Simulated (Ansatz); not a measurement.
Molecular dynamics, with input and output: Ge2H5F (part 1 of 5)

The run: molecular dynamics of Ge2H5F. Method and program: RHF/def2-SVP (Ansatz 0.2.0).

It belongs to a series of runs on one base structure; here: dynamics from the start. Figures and captions count atoms from 1; the log counts them from 0 in places.

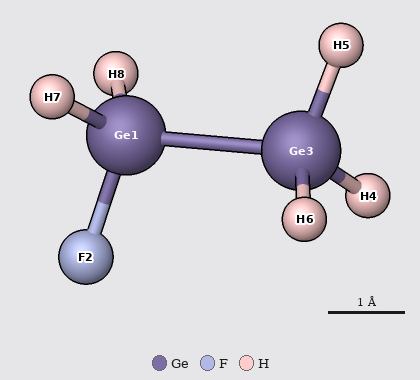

**Figure 1.** The starting structure (ball-and-stick view, seen at a tilt; atoms are numbered from 1 in the order of the input). Sticks mark near contacts. Bond lengths as drawn: F–Ge 1.74 Å, Ge–Ge 2.45 Å and Ge–H 1.53 to 1.54 Å.

**Results in brief**

```csv
quantity,value
outcome,finished
mean temperature over the second half,25 K
trajectory,"150 steps, 75 fs"
ensemble,nve_milne
temperature in the input,50.0 K
time step,0.5 fs
potential energy (last step),−115716.4920 eV
mean-field energy (last step),−115716.4920 eV
largest force (length of the vector) (last step),0.391 eV/Å
hardware,"1 thread of Arm Neoverse V1, 24 GiB of memory available, shared host"
wall time,7.3 min
peak memory,0.22 GiB
```

So short a trajectory is not equilibrated.

**The input**
```yaml
crystal:
  periodic: [false, false, false]
  atoms:
    - { symbol: Ge, position_ang: [-0.028013, 0.021338, -0.062027] }
    - { symbol: F, position_ang: [-0.011334, -0.39449, 1.625623] }
    - { symbol: Ge, position_ang: [2.307099, 0.003809, -0.812521] }
    - { symbol: H, position_ang: [2.904843, -1.392887, -0.615694] }
    - { symbol: H, position_ang: [2.360476, 0.370653, -2.302192] }
    - { symbol: H, position_ang: [3.116676, 1.028961, -0.012226] }
    - { symbol: H, position_ang: [-0.691515, 1.398546, -0.14471] }
    - { symbol: H, position_ang: [-0.901832, -1.035928, -0.742253] }
basis:
  gaussian: { orbitals: def2-SVP }
hamiltonian:
  xc: hf
md:
  timestep: 0.5
  n_steps: 150
  ensemble: nve_milne
  temperature: 50.0
  initial_velocities: maxwell_boltzmann
  seed: 334141
```

Run as:
```bash
ansatz run input.yaml --threads 1 --pin off --max-ram 2048MiB --backend cpu --events-out ev --progress --plain --runs-dir out
```

**Output**
```
Engine: ansatz 0.2.0, aarch64-unknown-linux-gnu
Functional definition: HF
  exchange = exact_x
  correlation = 0
1094 factors; integrals over basis functions are off by at most 3.5e-4 eV
mean field evaluation 1: about -115714.5239 eV, gradient 2.8e1 eV
mean field evaluation 2: about -115714.5514 eV, gradient 2.8e1 eV
mean field evaluation 4: about -115716.4830 eV, gradient 2.2e0 eV
mean field evaluation 8: about -115716.5101 eV, gradient 1.2e-1 eV
mean field -115716.51018477 eV, -4252.5033138226 hartree, gradient 1.4e-5 eV, S^2 0.000000; 0 other end points of the search recorded, 0 dependent functions left out
the calculation of the forces begins
reference -115716.51018477 eV, -4252.5033138226 hartree; 39, 39 occupied and 64, 64 virtual orbitals, 1094 factors
md step     0: t =     0.00 fs  T =    50.0 K  F+E_penalty+E_count = -115716.51018477 eV  E_kin = 0.038778 eV  conserved = -115716.47140677 eV  (34 SCF iters)
these checks for a lower state are left out or cut short: starts, cluster_reference, orbital_swaps, neighbouring_geometries, increment
1094 factors; integrals over basis functions are off by at most 3.5e-4 eV
mean field evaluation 16: about -115716.5096 eV, gradient 4.1e-4 eV
mean field -115716.50962110 eV, -4252.5032931082 hartree, gradient 1.1e-5 eV, S^2 0.000000; 0 other end points of the search recorded, 0 dependent functions left out
the calculation of the forces begins
reference -115716.50962110 eV, -4252.5032931082 hartree; 39, 39 occupied and 64, 64 virtual orbitals, 1094 factors
md step     1: t =     0.50 fs  T =    49.3 K  F+E_penalty+E_count = -115716.50962110 eV  E_kin = 0.038220 eV  conserved = -115716.47140154 eV  (26 SCF iters)
[... from here on the SCF iterations and repeated set-up lines of each step are left out, up to the last step ...]
md step     2: t =     1.00 fs  T =    47.2 K  F+E_penalty+E_count = -115716.50801493 eV  E_kin = 0.036608 eV  conserved = -115716.47140676 eV  (26 SCF iters)
md step     3: t =     1.50 fs  T =    44.1 K  F+E_penalty+E_count = -115716.50557909 eV  E_kin = 0.034170 eV  conserved = -115716.47140886 eV  (26 SCF iters)
md step     4: t =     2.00 fs  T =    40.2 K  F+E_penalty+E_count = -115716.50262147 eV  E_kin = 0.031214 eV  conserved = -115716.47140725 eV  (26 SCF iters)
md step     5: t =     2.50 fs  T =    36.2 K  F+E_penalty+E_count = -115716.49949459 eV  E_kin = 0.028088 eV  conserved = -115716.47140704 eV  (24 SCF iters)
md step     6: t =     3.00 fs  T =    32.4 K  F+E_penalty+E_count = -115716.49653767 eV  E_kin = 0.025129 eV  conserved = -115716.47140838 eV  (26 SCF iters)
md step     7: t =     3.50 fs  T =    29.2 K  F+E_penalty+E_count = -115716.49402105 eV  E_kin = 0.022613 eV  conserved = -115716.47140772 eV  (26 SCF iters)
md step     8: t =     4.00 fs  T =    26.7 K  F+E_penalty+E_count = -115716.49210802 eV  E_kin = 0.020700 eV  conserved = -115716.47140768 eV  (26 SCF iters)
md step     9: t =     4.50 fs  T =    25.0 K  F+E_penalty+E_count = -115716.49083334 eV  E_kin = 0.019426 eV  conserved = -115716.47140750 eV  (24 SCF iters)
md step    10: t =     5.00 fs  T =    24.1 K  F+E_penalty+E_count = -115716.49010403 eV  E_kin = 0.018696 eV  conserved = -115716.47140801 eV  (25 SCF iters)
md step    11: t =     5.50 fs  T =    23.6 K  F+E_penalty+E_count = -115716.48972660 eV  E_kin = 0.018319 eV  conserved = -115716.47140809 eV  (25 SCF iters)
md step    12: t =     6.00 fs  T =    23.3 K  F+E_penalty+E_count = -115716.48944770 eV  E_kin = 0.018041 eV  conserved = -115716.47140656 eV  (24 SCF iters)
md step    13: t =     6.50 fs  T =    22.7 K  F+E_penalty+E_count = -115716.48900480 eV  E_kin = 0.017597 eV  conserved = -115716.47140807 eV  (24 SCF iters)
md step    14: t =     7.00 fs  T =    21.6 K  F+E_penalty+E_count = -115716.48818064 eV  E_kin = 0.016772 eV  conserved = -115716.47140825 eV  (24 SCF iters)
md step    15: t =     7.50 fs  T =    19.9 K  F+E_penalty+E_count = -115716.48684662 eV  E_kin = 0.015441 eV  conserved = -115716.47140611 eV  (24 SCF iters)
md step    16: t =     8.00 fs  T =    17.5 K  F+E_penalty+E_count = -115716.48499203 eV  E_kin = 0.013584 eV  conserved = -115716.47140809 eV  (24 SCF iters)
md step    17: t =     8.50 fs  T =    14.6 K  F+E_penalty+E_count = -115716.48273293 eV  E_kin = 0.011325 eV  conserved = -115716.47140830 eV  (24 SCF iters)
md step    18: t =     9.00 fs  T =    11.5 K  F+E_penalty+E_count = -115716.48029750 eV  E_kin = 0.008891 eV  conserved = -115716.47140643 eV  (24 SCF iters)
md step    19: t =     9.50 fs  T =     8.5 K  F+E_penalty+E_count = -115716.47799165 eV  E_kin = 0.006584 eV  conserved = -115716.47140808 eV  (24 SCF iters)
md step    20: t =    10.00 fs  T =     6.1 K  F+E_penalty+E_count = -115716.47614667 eV  E_kin = 0.004738 eV  conserved = -115716.47140835 eV  (24 SCF iters)
md step    21: t =    10.50 fs  T =     4.7 K  F+E_penalty+E_count = -115716.47506027 eV  E_kin = 0.003653 eV  conserved = -115716.47140742 eV  (23 SCF iters)
md step    22: t =    11.00 fs  T =     4.6 K  F+E_penalty+E_count = -115716.47494316 eV  E_kin = 0.003535 eV  conserved = -115716.47140800 eV  (22 SCF iters)
md step    23: t =    11.50 fs  T =     5.8 K  F+E_penalty+E_count = -115716.47587451 eV  E_kin = 0.004466 eV  conserved = -115716.47140802 eV  (22 SCF iters)
md step    24: t =    12.00 fs  T =     8.2 K  F+E_penalty+E_count = -115716.47778407 eV  E_kin = 0.006376 eV  conserved = -115716.47140832 eV  (21 SCF iters)
md step    25: t =    12.50 fs  T =    11.7 K  F+E_penalty+E_count = -115716.48046156 eV  E_kin = 0.009054 eV  conserved = -115716.47140753 eV  (24 SCF iters)
md step    26: t =    13.00 fs  T =    15.7 K  F+E_penalty+E_count = -115716.48358788 eV  E_kin = 0.012181 eV  conserved = -115716.47140734 eV  (24 SCF iters)
md step    27: t =    13.50 fs  T =    19.8 K  F+E_penalty+E_count = -115716.48679027 eV  E_kin = 0.015382 eV  conserved = -115716.47140875 eV  (36 SCF iters)
md step    28: t =    14.00 fs  T =    23.6 K  F+E_penalty+E_count = -115716.48970495 eV  E_kin = 0.018298 eV  conserved = -115716.47140694 eV  (25 SCF iters)
md step    29: t =    14.50 fs  T =    26.6 K  F+E_penalty+E_count = -115716.49203548 eV  E_kin = 0.020629 eV  conserved = -115716.47140689 eV  (24 SCF iters)
md step    30: t =    15.00 fs  T =    28.6 K  F+E_penalty+E_count = -115716.49360000 eV  E_kin = 0.022191 eV  conserved = -115716.47140888 eV  (24 SCF iters)
md step    31: t =    15.50 fs  T =    29.6 K  F+E_penalty+E_count = -115716.49435516 eV  E_kin = 0.022948 eV  conserved = -115716.47140681 eV  (24 SCF iters)
md step    32: t =    16.00 fs  T =    29.6 K  F+E_penalty+E_count = -115716.49439588 eV  E_kin = 0.022989 eV  conserved = -115716.47140691 eV  (23 SCF iters)
md step    33: t =    16.50 fs  T =    29.0 K  F+E_penalty+E_count = -115716.49393056 eV  E_kin = 0.022522 eV  conserved = -115716.47140864 eV  (24 SCF iters)
md step    34: t =    17.00 fs  T =    28.1 K  F+E_penalty+E_count = -115716.49323652 eV  E_kin = 0.021829 eV  conserved = -115716.47140726 eV  (24 SCF iters)
md step    35: t =    17.50 fs  T =    27.3 K  F+E_penalty+E_count = -115716.49260690 eV  E_kin = 0.021200 eV  conserved = -115716.47140713 eV  (25 SCF iters)
md step    36: t =    18.00 fs  T =    26.9 K  F+E_penalty+E_count = -115716.49229575 eV  E_kin = 0.020888 eV  conserved = -115716.47140782 eV  (26 SCF iters)
md step    37: t =    18.50 fs  T =    27.2 K  F+E_penalty+E_count = -115716.49246832 eV  E_kin = 0.021061 eV  conserved = -115716.47140759 eV  (26 SCF iters)
md step    38: t =    19.00 fs  T =    28.1 K  F+E_penalty+E_count = -115716.49317509 eV  E_kin = 0.021767 eV  conserved = -115716.47140762 eV  (26 SCF iters)
md step    39: t =    19.50 fs  T =    29.6 K  F+E_penalty+E_count = -115716.49434157 eV  E_kin = 0.022935 eV  conserved = -115716.47140692 eV  (26 SCF iters)
md step    40: t =    20.00 fs  T =    31.4 K  F+E_penalty+E_count = -115716.49578161 eV  E_kin = 0.024374 eV  conserved = -115716.47140799 eV  (25 SCF iters)
md step    41: t =    20.50 fs  T =    33.3 K  F+E_penalty+E_count = -115716.49723367 eV  E_kin = 0.025826 eV  conserved = -115716.47140784 eV  (25 SCF iters)
md step    42: t =    21.00 fs  T =    34.8 K  F+E_penalty+E_count = -115716.49840639 eV  E_kin = 0.027000 eV  conserved = -115716.47140604 eV  (25 SCF iters)
md step    43: t =    21.50 fs  T =    35.6 K  F+E_penalty+E_count = -115716.49903085 eV  E_kin = 0.027623 eV  conserved = -115716.47140816 eV  (25 SCF iters)
md step    44: t =    22.00 fs  T =    35.5 K  F+E_penalty+E_count = -115716.49891142 eV  E_kin = 0.027503 eV  conserved = -115716.47140823 eV  (26 SCF iters)
md step    45: t =    22.50 fs  T =    34.2 K  F+E_penalty+E_count = -115716.49796140 eV  E_kin = 0.026555 eV  conserved = -115716.47140606 eV  (25 SCF iters)
md step    46: t =    23.00 fs  T =    32.0 K  F+E_penalty+E_count = -115716.49622525 eV  E_kin = 0.024817 eV  conserved = -115716.47140818 eV  (26 SCF iters)
md step    47: t =    23.50 fs  T =    29.0 K  F+E_penalty+E_count = -115716.49387725 eV  E_kin = 0.022469 eV  conserved = -115716.47140798 eV  (25 SCF iters)
md step    48: t =    24.00 fs  T =    25.5 K  F+E_penalty+E_count = -115716.49119694 eV  E_kin = 0.019791 eV  conserved = -115716.47140627 eV  (25 SCF iters)
md step    49: t =    24.50 fs  T =    22.1 K  F+E_penalty+E_count = -115716.48852952 eV  E_kin = 0.017121 eV  conserved = -115716.47140807 eV  (25 SCF iters)
md step    50: t =    25.00 fs  T =    19.1 K  F+E_penalty+E_count = -115716.48622898 eV  E_kin = 0.014821 eV  conserved = -115716.47140803 eV  (25 SCF iters)
md step    51: t =    25.50 fs  T =    17.0 K  F+E_penalty+E_count = -115716.48460030 eV  E_kin = 0.013193 eV  conserved = -115716.47140733 eV  (25 SCF iters)
md step    52: t =    26.00 fs  T =    16.0 K  F+E_penalty+E_count = -115716.48384935 eV  E_kin = 0.012442 eV  conserved = -115716.47140775 eV  (25 SCF iters)
md step    53: t =    26.50 fs  T =    16.3 K  F+E_penalty+E_count = -115716.48404467 eV  E_kin = 0.012637 eV  conserved = -115716.47140778 eV  (24 SCF iters)
md step    54: t =    27.00 fs  T =    17.7 K  F+E_penalty+E_count = -115716.48510744 eV  E_kin = 0.013699 eV  conserved = -115716.47140797 eV  (24 SCF iters)
md step    55: t =    27.50 fs  T =    19.9 K  F+E_penalty+E_count = -115716.48682873 eV  E_kin = 0.015422 eV  conserved = -115716.47140699 eV  (24 SCF iters)
md step    56: t =    28.00 fs  T =    22.6 K  F+E_penalty+E_count = -115716.48890269 eV  E_kin = 0.017495 eV  conserved = -115716.47140720 eV  (36 SCF iters)
md step    57: t =    28.50 fs  T =    25.2 K  F+E_penalty+E_count = -115716.49098570 eV  E_kin = 0.019577 eV  conserved = -115716.47140870 eV  (25 SCF iters)
md step    58: t =    29.00 fs  T =    27.5 K  F+E_penalty+E_count = -115716.49275609 eV  E_kin = 0.021350 eV  conserved = -115716.47140641 eV  (25 SCF iters)
md step    59: t =    29.50 fs  T =    29.1 K  F+E_penalty+E_count = -115716.49396814 eV  E_kin = 0.022561 eV  conserved = -115716.47140685 eV  (25 SCF iters)
md step    60: t =    30.00 fs  T =    29.8 K  F+E_penalty+E_count = -115716.49449343 eV  E_kin = 0.023085 eV  conserved = -115716.47140885 eV  (25 SCF iters)
md step    61: t =    30.50 fs  T =    29.6 K  F+E_penalty+E_count = -115716.49433850 eV  E_kin = 0.022932 eV  conserved = -115716.47140638 eV  (26 SCF iters)
md step    62: t =    31.00 fs  T =    28.7 K  F+E_penalty+E_count = -115716.49363896 eV  E_kin = 0.022232 eV  conserved = -115716.47140693 eV  (25 SCF iters)
md step    63: t =    31.50 fs  T =    27.4 K  F+E_penalty+E_count = -115716.49263078 eV  E_kin = 0.021222 eV  conserved = -115716.47140869 eV  (25 SCF iters)
md step    64: t =    32.00 fs  T =    26.0 K  F+E_penalty+E_count = -115716.49160318 eV  E_kin = 0.020196 eV  conserved = -115716.47140693 eV  (25 SCF iters)
md step    65: t =    32.50 fs  T =    25.1 K  F+E_penalty+E_count = -115716.49084551 eV  E_kin = 0.019438 eV  conserved = -115716.47140726 eV  (25 SCF iters)
md step    66: t =    33.00 fs  T =    24.7 K  F+E_penalty+E_count = -115716.49059209 eV  E_kin = 0.019184 eV  conserved = -115716.47140807 eV  (25 SCF iters)
md step    67: t =    33.50 fs  T =    25.2 K  F+E_penalty+E_count = -115716.49097690 eV  E_kin = 0.019569 eV  conserved = -115716.47140761 eV  (25 SCF iters)
md step    68: t =    34.00 fs  T =    26.6 K  F+E_penalty+E_count = -115716.49201024 eV  E_kin = 0.020603 eV  conserved = -115716.47140755 eV  (23 SCF iters)
md step    69: t =    34.50 fs  T =    28.6 K  F+E_penalty+E_count = -115716.49357265 eV  E_kin = 0.022166 eV  conserved = -115716.47140714 eV  (25 SCF iters)
md step    70: t =    35.00 fs  T =    31.0 K  F+E_penalty+E_count = -115716.49543284 eV  E_kin = 0.024025 eV  conserved = -115716.47140818 eV  (24 SCF iters)
md step    71: t =    35.50 fs  T =    33.4 K  F+E_penalty+E_count = -115716.49728767 eV  E_kin = 0.025880 eV  conserved = -115716.47140766 eV  (24 SCF iters)
md step    72: t =    36.00 fs  T =    35.3 K  F+E_penalty+E_count = -115716.49881068 eV  E_kin = 0.027404 eV  conserved = -115716.47140629 eV  (26 SCF iters)
md step    73: t =    36.50 fs  T =    36.5 K  F+E_penalty+E_count = -115716.49970652 eV  E_kin = 0.028298 eV  conserved = -115716.47140839 eV  (26 SCF iters)
md step    74: t =    37.00 fs  T =    36.6 K  F+E_penalty+E_count = -115716.49976224 eV  E_kin = 0.028355 eV  conserved = -115716.47140763 eV  (26 SCF iters)
md step    75: t =    37.50 fs  T =    35.4 K  F+E_penalty+E_count = -115716.49888340 eV  E_kin = 0.027477 eV  conserved = -115716.47140597 eV  (26 SCF iters)
md step    76: t =    38.00 fs  T =    33.1 K  F+E_penalty+E_count = -115716.49711378 eV  E_kin = 0.025705 eV  conserved = -115716.47140865 eV  (26 SCF iters)
md step    77: t =    38.50 fs  T =    29.9 K  F+E_penalty+E_count = -115716.49463077 eV  E_kin = 0.023223 eV  conserved = -115716.47140794 eV  (25 SCF iters)
md step    78: t =    39.00 fs  T =    26.2 K  F+E_penalty+E_count = -115716.49172128 eV  E_kin = 0.020315 eV  conserved = -115716.47140665 eV  (26 SCF iters)
md step    79: t =    39.50 fs  T =    22.3 K  F+E_penalty+E_count = -115716.48873730 eV  E_kin = 0.017329 eV  conserved = -115716.47140845 eV  (24 SCF iters)
md step    80: t =    40.00 fs  T =    18.9 K  F+E_penalty+E_count = -115716.48603767 eV  E_kin = 0.014630 eV  conserved = -115716.47140806 eV  (26 SCF iters)
md step    81: t =    40.50 fs  T =    16.1 K  F+E_penalty+E_count = -115716.48393040 eV  E_kin = 0.012522 eV  conserved = -115716.47140793 eV  (25 SCF iters)
md step    82: t =    41.00 fs  T =    14.5 K  F+E_penalty+E_count = -115716.48262076 eV  E_kin = 0.011212 eV  conserved = -115716.47140827 eV  (26 SCF iters)
md step    83: t =    41.50 fs  T =    13.9 K  F+E_penalty+E_count = -115716.48217713 eV  E_kin = 0.010769 eV  conserved = -115716.47140832 eV  (26 SCF iters)
md step    84: t =    42.00 fs  T =    14.3 K  F+E_penalty+E_count = -115716.48252284 eV  E_kin = 0.011114 eV  conserved = -115716.47140870 eV  (26 SCF iters)
md step    85: t =    42.50 fs  T =    15.5 K  F+E_penalty+E_count = -115716.48345504 eV  E_kin = 0.012048 eV  conserved = -115716.47140741 eV  (36 SCF iters)
md step    86: t =    43.00 fs  T =    17.1 K  F+E_penalty+E_count = -115716.48468326 eV  E_kin = 0.013275 eV  conserved = -115716.47140793 eV  (24 SCF iters)
md step    87: t =    43.50 fs  T =    18.7 K  F+E_penalty+E_count = -115716.48588859 eV  E_kin = 0.014479 eV  conserved = -115716.47140910 eV  (25 SCF iters)
md step    88: t =    44.00 fs  T =    19.8 K  F+E_penalty+E_count = -115716.48678431 eV  E_kin = 0.015378 eV  conserved = -115716.47140673 eV  (26 SCF iters)
md step    89: t =    44.50 fs  T =    20.3 K  F+E_penalty+E_count = -115716.48716848 eV  E_kin = 0.015761 eV  conserved = -115716.47140767 eV  (26 SCF iters)
md step    90: t =    45.00 fs  T =    20.1 K  F+E_penalty+E_count = -115716.48696196 eV  E_kin = 0.015553 eV  conserved = -115716.47140920 eV  (26 SCF iters)
md step    91: t =    45.50 fs  T =    19.1 K  F+E_penalty+E_count = -115716.48622066 eV  E_kin = 0.014814 eV  conserved = -115716.47140675 eV  (24 SCF iters)
md step    92: t =    46.00 fs  T =    17.7 K  F+E_penalty+E_count = -115716.48512422 eV  E_kin = 0.013716 eV  conserved = -115716.47140777 eV  (24 SCF iters)
md step    93: t =    46.50 fs  T =    16.2 K  F+E_penalty+E_count = -115716.48394106 eV  E_kin = 0.012532 eV  conserved = -115716.47140903 eV  (24 SCF iters)
md step    94: t =    47.00 fs  T =    14.9 K  F+E_penalty+E_count = -115716.48297696 eV  E_kin = 0.011570 eV  conserved = -115716.47140740 eV  (24 SCF iters)
md step    95: t =    47.50 fs  T =    14.3 K  F+E_penalty+E_count = -115716.48251986 eV  E_kin = 0.011112 eV  conserved = -115716.47140799 eV  (24 SCF iters)
md step    96: t =    48.00 fs  T =    14.7 K  F+E_penalty+E_count = -115716.48278468 eV  E_kin = 0.011376 eV  conserved = -115716.47140818 eV  (24 SCF iters)
md step    97: t =    48.50 fs  T =    16.1 K  F+E_penalty+E_count = -115716.48387316 eV  E_kin = 0.012465 eV  conserved = -115716.47140794 eV  (26 SCF iters)
md step    98: t =    49.00 fs  T =    18.5 K  F+E_penalty+E_count = -115716.48575490 eV  E_kin = 0.014347 eV  conserved = -115716.47140782 eV  (25 SCF iters)
md step    99: t =    49.50 fs  T =    21.7 K  F+E_penalty+E_count = -115716.48826891 eV  E_kin = 0.016862 eV  conserved = -115716.47140732 eV  (25 SCF iters)
```
